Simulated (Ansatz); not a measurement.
## Electronic structure of Cl2H4O4W···HF in real space

```xyz
13

W     0.2023    0.1058   -0.3372
F    -1.4565    0.4689    3.0512
Cl    2.4911    0.4816   -1.0583
O     0.0550    1.9303   -0.8348
H     0.8286    2.4761   -1.0799
O    -1.3694   -0.0461    0.6104
H    -1.6020    0.1172    1.5941
O     0.8961   -1.6049    0.0248
H     1.8327   -1.8588   -0.0996
O    -0.5036   -0.4416   -2.0051
H    -0.8704    0.1908   -2.6542
Cl    1.0953    0.9079    1.8809
H    -0.5094    0.6914    2.8845
```

Core potentials replace the inner electrons of W.

Level of theory: RKS PBE/def2-SVP (Ansatz 0.2.0).

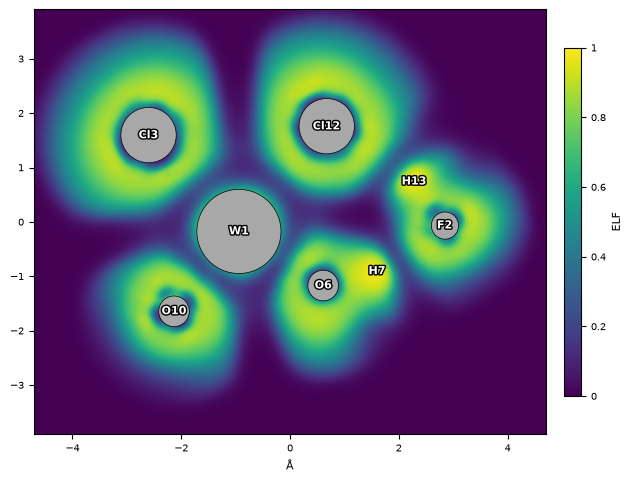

Figure 1. Electron localisation function on the plane of atoms Cl3, W1 and O10. Grey discs cover the atomic cores.

> What does the map show?

The plane passes through W, F, Cl, O and H nuclei.
F2···H7 (1.51 Å): the ELF dips to about 0.25 between them: a closed-shell contact with the geometry of a hydrogen bond.
W–O (1.84 Å): the ELF peaks at about 0.80 in the valence shell of O, 0.5 Å from its nucleus, and drops to about 0.30 between the two atoms.
W–Cl (2.43 Å): the ELF peaks at about 0.85 in the valence shell of Cl, 0.9 Å from its nucleus, and is about 0.35 at the midpoint.
W–O (1.89 Å): the ELF peaks at about 0.85 in the valence shell of O, 0.6 Å from its nucleus, and drops to about 0.25 between the two atoms.
W–Cl (2.52 Å): the ELF peaks at about 0.85 in the valence shell of Cl, 0.9 Å from its nucleus, and is about 0.35 at the midpoint.
The ELF also peaks beside F2, away from the bonds: lone-pair regions.

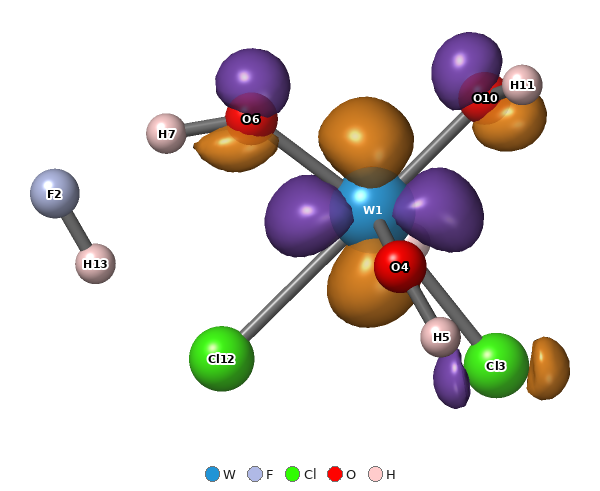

Figure 2. The LUMO at ±0.2 Å⁻³ᐟ² (orange and purple are the two phases), seen from one side.

> Where does this orbital lie, and at what energy?

By Hirshfeld shares it lies mainly on W1 (about 60 %), O10 (about 15 %), O6 (about 10 %) and Cl3 (about 10 %). Its energy is −4.13 eV.

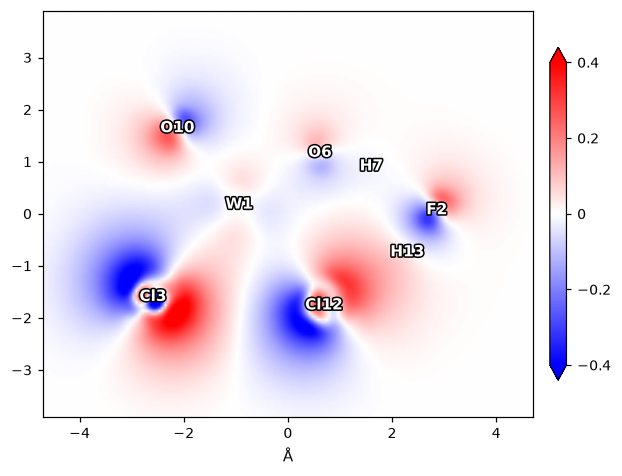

Figure 3. The HOMO on the plane of atoms Cl3, W1 and O6 (values in Å⁻³ᐟ²; the overall sign is arbitrary).

> Describe this orbital and give its energy.

By Hirshfeld shares it lies mainly on Cl12 (about 45 %) and Cl3 (about 40 %); largely a combination of lone pairs on Cl12 and Cl3. Its energy is −7.08 eV.
